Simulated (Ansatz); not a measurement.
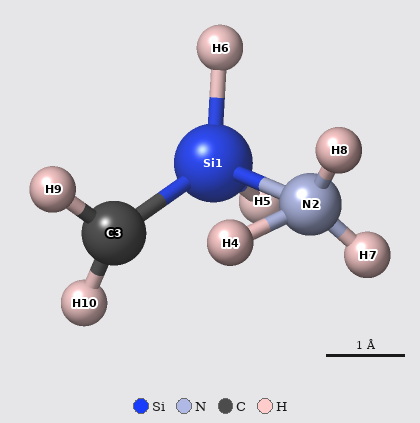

The input geometry of the first run (ball-and-stick view, seen at a tilt; atoms are numbered from 1 in the order of the input). Bond lengths as drawn: C–H 1.09 Å, C–Si 1.78 Å, H–N 1.02 to 1.19 Å, H–Si 1.49 Å and N–Si 1.90 Å.

**Two runs on CH₇NSi**

System: CH₇NSi.
Method of the first run: RKS SPW92 (LDA)/def2-TZVPP (Ansatz 0.2.0).

The geometry comes from this level: PBE0-D4/def2-TZVP. Text and figures count atoms from 1; the logs count them from 0 in places.

### Input file, the first run
```yaml
crystal:
  periodic: [false, false, false]
  atoms:
    - {symbol: Si, position_ang: [-0.810633, 0.033819, 0.317094]}
    - {symbol: N, position_ang: [0.821767, 0.998753, 0.248718]}
    - {symbol: C, position_ang: [-0.092836, -1.266400, -0.664284]}
    - {symbol: H, position_ang: [1.014143, -0.000045, -0.371630]}
    - {symbol: H, position_ang: [-1.782654, 1.008625, -0.249747]}
    - {symbol: H, position_ang: [-1.034887, -0.114417, 1.781296]}
    - {symbol: H, position_ang: [0.860532, 1.860079, -0.287280]}
    - {symbol: H, position_ang: [1.369641, 1.097103, 1.097707]}
    - {symbol: H, position_ang: [0.101114, -2.224882, -0.185078]}
    - {symbol: H, position_ang: [-0.446087, -1.392734, -1.686697]}
basis:
  gaussian: {orbitals: def2-TZVPP}
hamiltonian: {xc: lda}
```

Command:
```bash
ansatz run in.yaml --threads 2 --pin off --events-out ev --progress --plain --max-ram 4352MiB
```

Hardware: 2 threads of Arm Neoverse V2, 23 GiB of memory available, shared host.

### Output (the first run)
```
Functional definition: SPW92
  exchange = slater_x
  correlation = pw_c
1036 factors; their error is unknown
mean field evaluation 1: about -10445.6745 eV, gradient 9.1e1 eV
mean field evaluation 2: about -10382.7541 eV, gradient 1.5e2 eV
mean field evaluation 4: about -10463.1117 eV, gradient 1.3e1 eV
mean field evaluation 8: about -10463.5499 eV, gradient 1.0e-1 eV
mean field evaluation 16: about -10463.5302 eV, gradient 4.5e-5 eV
mean field -10463.53023712 eV, -384.5276437786 hartree, gradient 4.5e-5 eV, S^2 0.000000; 0 other end points of the search recorded, 0 dependent functions left out
reference -10463.53027441 eV, -384.5276451491 hartree; 17, 17 occupied and 185, 185 virtual orbitals, 1036 factors
Total energy: -10463.53027441 eV, -384.5276451491 hartree
```

For the second run the input was changed thus:
```diff
-    - {symbol: Si, position_ang: [-0.810633, 0.033819, 0.317094]}
-    - {symbol: N, position_ang: [0.821767, 0.998753, 0.248718]}
-    - {symbol: C, position_ang: [-0.092836, -1.266400, -0.664284]}
-    - {symbol: H, position_ang: [1.014143, -0.000045, -0.371630]}
-    - {symbol: H, position_ang: [-1.782654, 1.008625, -0.249747]}
-    - {symbol: H, position_ang: [-1.034887, -0.114417, 1.781296]}
-    - {symbol: H, position_ang: [0.860532, 1.860079, -0.287280]}
-    - {symbol: H, position_ang: [1.369641, 1.097103, 1.097707]}
-    - {symbol: H, position_ang: [0.101114, -2.224882, -0.185078]}
-    - {symbol: H, position_ang: [-0.446087, -1.392734, -1.686697]}
+    - {symbol: Si, position_ang: [-0.786579, -0.125380, 0.219136]}
+    - {symbol: N, position_ang: [0.909979, 1.110328, 0.277991]}
+    - {symbol: C, position_ang: [-0.484572, -1.552774, -0.677066]}
+    - {symbol: H, position_ang: [1.570779, 0.569182, -0.274681]}
+    - {symbol: H, position_ang: [-1.620214, 0.969142, -0.349895]}
+    - {symbol: H, position_ang: [-0.867878, -0.161485, 1.705326]}
+    - {symbol: H, position_ang: [0.782636, 2.018839, -0.159624]}
+    - {symbol: H, position_ang: [1.295371, 1.246191, 1.208615]}
+    - {symbol: H, position_ang: [-0.119104, -2.459069, -0.208574]}
+    - {symbol: H, position_ang: [-0.680319, -1.615072, -1.741127]}
```

How does the second run compare with the first run?

With the same method and basis, the second run lies 3.0 kcal/mol lower.

### Output (the second run)
```
Functional definition: SPW92
  exchange = slater_x
  correlation = pw_c
1036 factors; their error is unknown
mean field evaluation 1: about -10443.9677 eV, gradient 9.5e1 eV
mean field evaluation 2: about -10384.5663 eV, gradient 1.5e2 eV
mean field evaluation 4: about -10461.9151 eV, gradient 2.8e1 eV
mean field evaluation 8: about -10463.6825 eV, gradient 1.3e-1 eV
mean field evaluation 16: about -10463.6582 eV, gradient 8.2e-5 eV
mean field -10463.65823043 eV, -384.5323474461 hartree, gradient 4.1e-5 eV, S^2 0.000000; 0 other end points of the search recorded, 0 dependent functions left out
reference -10463.65826862 eV, -384.5323488493 hartree; 17, 17 occupied and 185, 185 virtual orbitals, 1036 factors
Total energy: -10463.65826862 eV, -384.5323488493 hartree
```

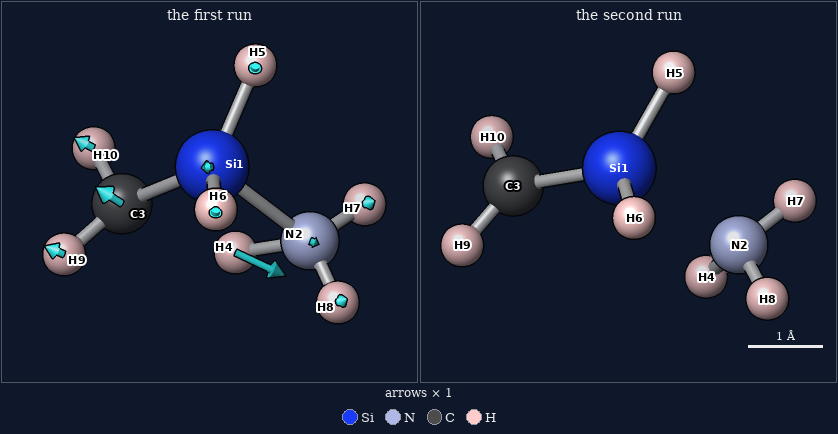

The two input geometries at one scale (ball-and-stick view, seen at a tilt). The teal arrows on the first give the shifts of the atoms after the best rigid fit, at true length. The atom that moves furthest after the best rigid fit is H4 (0.80 Å). Largest moves by element: H 0.80 Å, C 0.49 Å, Si 0.19 Å, N 0.15 Å. Among the contacts that change: Si1–N2 1.897 → 2.100 Å, N2–H4 1.191 → 1.017 Å, Si1–C3 1.780 → 1.712 Å, C3–H10 1.089 → 1.084 Å.

### The two runs side by side

```tsv
quantity	the first run	the second run
outcome	converged	converged
total energy (hartree)	−384.527645	−384.532349
basis functions	202	202
wall time (shared host)	1.1 s	1 s
```
